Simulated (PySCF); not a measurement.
Consider C₄H₅F₂O (doublet).

```xyz
12

C    -2.1991    0.0658    0.4342
C    -1.3379    0.7331   -0.3914
C     0.0270    0.5422   -0.4315
O     0.6338   -0.3607    0.4182
C     1.9314   -0.6318    0.1890
F     2.4688   -1.1349    1.3071
F     2.0766   -1.5929   -0.7633
H    -3.2541    0.2617    0.4134
H    -1.8340   -0.6763    1.1194
H    -1.7236    1.4732   -1.0784
H     0.6765    1.0820   -1.1042
H     2.5357    0.2379   -0.1385
```

Geometry: GFN2-xTB.

All numbers below come from UKS B3LYP, pcH-1 on C F H O, non-relativistic, mean-field spin-orbit, GIAO in PySCF 2.14.0, density-fitted response routines.

What will maps of the electron density, electron localisation function and spin density show?

Answer. C–O (1.35 Å): ρ is about 2.5 e/Å³ halfway, with its minimum of 2.2 e/Å³ about 0.5 Å from C; the ELF peaks at about 0.90 between the atoms: a shared but strongly polarised pair.
C–C (1.37 Å): ρ is about 2.2 e/Å³ halfway; the ELF peaks at about 0.95 between the atoms (localised, covalent bonding).
C–H (1.07 Å): the density is about 2.1 e/Å³ at the midpoint; the ELF climbs to about 1 towards the hydrogen, as it does in any bond to H: an ordinary covalent bond to hydrogen.
The unpaired spin (1 electron) lies mostly on C1 (about 0.4), C3 (about 0.4) and O4 (about 0.1), in electrons by Hirshfeld's partition.

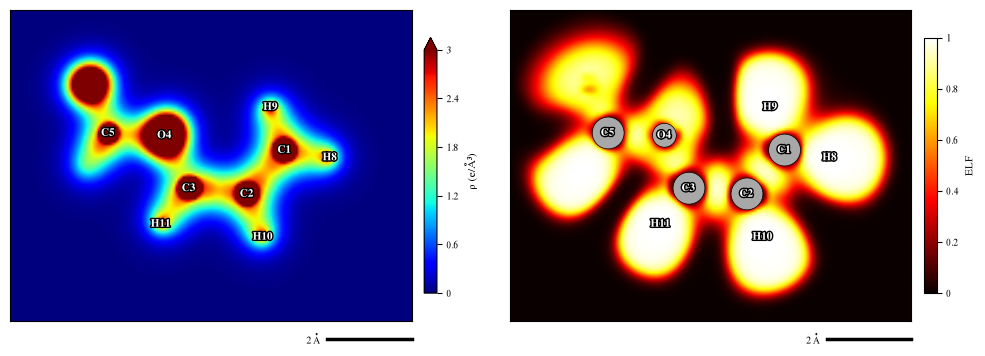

Computed electron density and electron localisation function on the plane of atoms C3, C2 and H10, in this order. Grey discs cover the atomic cores in the ELF map. 
